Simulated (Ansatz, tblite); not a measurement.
# The cluster Ru₅+: rung by rung

How do method and basis change the picture of the cluster Ru₅+ (doublet)?

Method: as each input shows; program: Ansatz 0.2.0, Gaussian basis.

Levels to be run: GFN1-xTB, GFN2-xTB, PBE-D4/def2-TZVP, r2SCAN-D4/def2-TZVP, B97M-V/def2-TZVP, HF/def2-TZVP, ωB97M-V/def2-TZVP, PBE-D4/def2-SVP, PBE0-D4/def2-SVP, MP2/def2-TZVP, RPA/def2-TZVP.

3 further runs of the same task are left out: 1 that didn't finish, 2 set aside as unsound or not needed. Runs told in other sessions of the task aren't counted.

## (1) The geometry

The doublet was relaxed beforehand with PBE-D4/def2-SVP. At that level it is the lowest of the isomers that a small search found.

5 atoms, charge 1, spin multiplicity 2.

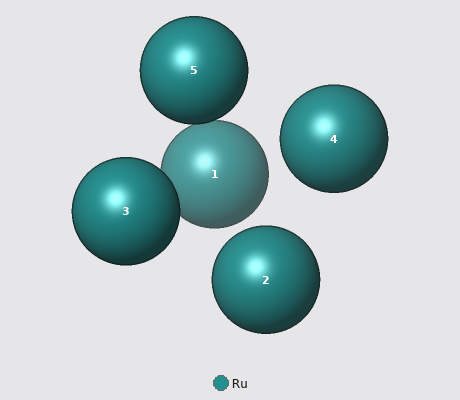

The geometry (ruthenium teal); atoms are numbered from 1 in the order of the file.

Coordinates:

```xyz
5
Ru5
Ru   -0.6090    0.9171    1.0728
Ru   -1.2535   -0.2526   -1.0462
Ru   -0.2958   -1.5184    0.5800
Ru    0.6003    1.0598   -1.1164
Ru    1.5579   -0.2060    0.5097
```

Ru takes a core potential in the def2 sets. No spin-orbit coupling is included. The ion is computed in the gas phase, without counter-ions or solvent.

PBE0-D4/def2-TZVP was run before; its log isn't repeated, and its numbers join the tables.

## (2) GFN1-xTB

Tight binding, by tblite at 300 K electronic temperature and without a spin-polarisation term:

```python
tblite.interface.Calculator('GFN1-xTB', numbers, positions, charge=1, uhf=1).singlepoint()
```

Energy -452.1319 eV; 0.007 s.

## (3) GFN2-xTB

Tight binding, by tblite at 300 K electronic temperature and without a spin-polarisation term:

```python
tblite.interface.Calculator('GFN2-xTB', numbers, positions, charge=1, uhf=1).singlepoint()
```

Energy -408.0581 eV; 0.018 s.

## (4) PBE-D4/def2-TZVP

start.molden holds the orbitals of an earlier run on this state, given as this run's starting guess.

File in.yaml:

```yaml
crystal:
  periodic: [false, false, false]
  atoms:
    - {symbol: Ru, position_ang: [-0.608951, 0.917145, 1.072793]}
    - {symbol: Ru, position_ang: [-1.253476, -0.252553, -1.046159]}
    - {symbol: Ru, position_ang: [-0.295760, -1.518371, 0.580016]}
    - {symbol: Ru, position_ang: [0.600269, 1.059768, -1.116351]}
    - {symbol: Ru, position_ang: [1.557918, -0.205989, 0.509711]}
basis:
  gaussian: {orbitals: def2-TZVP, initial_orbitals: start.molden}
total_charge: 1
magnetization: {spin_polarized: true, initial_magnetization: 1}
hamiltonian: {xc: pbe, dispersion: d4}
scf: {omitted_lower_state_checks: [starts]}
output: {forces: true, orbitals: {seedname: orbitals}}
```

Run with:

```sh
> ansatz run in.yaml --threads 4 --pin off --events-out ev --progress --plain --max-ram 4787MiB
```

Further steps of the session: r2SCAN-D4/def2-TZVP; B97M-V/def2-TZVP; HF/def2-TZVP; ωB97M-V/def2-TZVP; PBE-D4/def2-SVP; PBE0-D4/def2-SVP; MP2/def2-TZVP; RPA/def2-TZVP.

Before running them: what should the planned runs give, taken together? Wanted: gap in def2-TZVP, named functionals and Hartree-Fock, smallest and largest; correlation energy, MP2/def2-TZVP; ⟨S²⟩ in def2-TZVP, named functionals and Hartree-Fock, smallest and largest; PBE0 total energy, smallest basis above largest.

As calculated:

| quantity | value |
| --- | --- |
| gap in def2-TZVP, named functionals and Hartree-Fock, smallest and largest | 0.51 eV (PBE-D4), 6.80 eV (HF) |
| correlation energy, MP2/def2-TZVP | -62.73 eV |
| ⟨S²⟩ in def2-TZVP, named functionals and Hartree-Fock, smallest and largest | 0.795, 6.885 |
| PBE0 total energy, smallest basis above largest | 3.55 eV (def2-SVP, def2-TZVP) |

Over the named functionals and Hartree-Fock in def2-TZVP the gap runs from 0.51 eV (PBE-D4) to 6.80 eV (HF); exact exchange widens it. Over the named functionals and Hartree-Fock in def2-TZVP spin contamination reaches 6.14 (HF), so some levels may describe another state.
